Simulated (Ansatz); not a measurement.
## Ligand exchange: Cd(CH3)Cl + GaH2(SH) → Cd(CH3)(SH) + GaH2Cl

Species: Cd(CH3)Cl, singlet; GaH2(SH), singlet; Cd(CH3)(SH), singlet; GaH2Cl `[Cl][GaH2]`, singlet. The partners trade Cl for SH: Cd–Cl and Ga–SH bonds give way to Cd–SH and Ga–Cl.

Shapes, held fixed at every level: PBE0-D4/def2-TZVP. Programs: Ansatz 0.2.0. Electronic energies: no zero-point or thermal term.

| level | kind | ΔE (kJ/mol) | less CCSD(T)/def2-TZVPP |
| --- | --- | --- | --- |
| HF/def2-TZVPP | Hartree–Fock | +15.0 | +2.4 |
| PBE-D4/def2-TZVPP | GGA | +13.8 | +1.2 |
| r2SCAN-D4/def2-TZVPP | meta-GGA | +14.8 | +2.2 |
| BHLYP-D4/def2-TZVPP | global hybrid | +14.4 | +1.8 |
| r2SCAN0-D4/def2-TZVPP | global hybrid | +14.4 | +1.8 |
| wB97M-V/def2-TZVPP | range-separated hybrid | +12.8 | +0.2 |
| CCSD(T)/def2-SVP | coupled cluster or CI | +13.6 | +1.0 |
| CCSD(T)/def2-TZVPP | coupled cluster or CI | +12.6 | 0.0 |

The highest level, CCSD(T)/def2-TZVPP, gives ΔE = +12.6 kJ/mol; the levels span +12.6 to +15.0. The column of differences is taken from that level and isn't an error. No measured value is set beside it here. For atoms past krypton def2 sets carry core potentials with scalar relativity. Relativity is left out for Ga unless named. Correlated rows may include outer-core shells of Cd, Ga, which these sets cover unevenly.

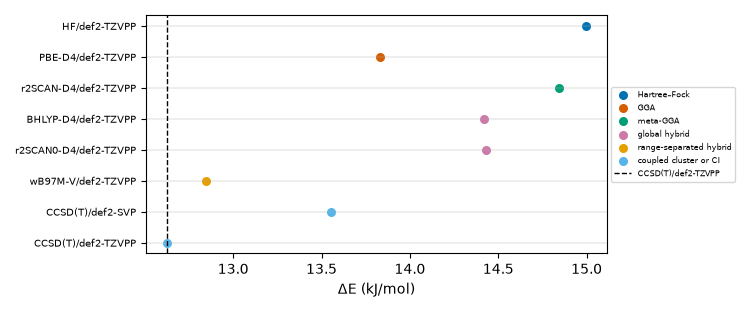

The values of the table, level by level.
